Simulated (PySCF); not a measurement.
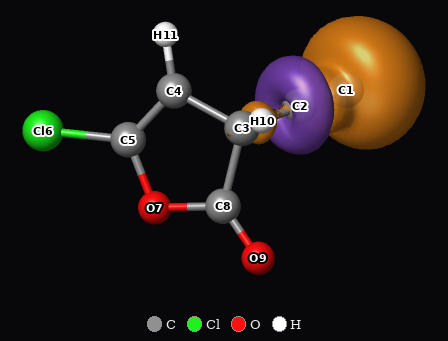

C6H2ClO2 (SMILES [C]#C[C@H]1C=C(Cl)OC1=O) (doublet). Isosurfaces of the spin density (α minus β) at +0.02 (orange) and −0.02 e/Å³ (purple), seen across its widest extent.

Geometry: GFN2-xTB.

Level of theory: PySCF 2.14.0, density-fitted response routines, UKS B3LYP, pcH-1 on C Cl H O, non-relativistic, mean-field spin-orbit, GIAO.

```xyz
11

C    -2.5459    1.1888    0.9623
C    -1.6460    0.8047    0.2791
C    -0.5331    0.2879   -0.5420
C     0.7827    0.7809   -0.0535
C     1.4489   -0.2712    0.4340
Cl    2.9795   -0.3598    1.1443
O     0.7836   -1.4592    0.2988
C    -0.4164   -1.2214   -0.3182
O    -1.1826   -2.0842   -0.5976
H    -0.7606    0.5319   -1.5831
H     1.0954    1.8043   -0.0501
```

Which atoms carry the spin?

The unpaired spin (1 electron) lies mostly on C1 (about 1.0), in electrons by Hirshfeld's partition.
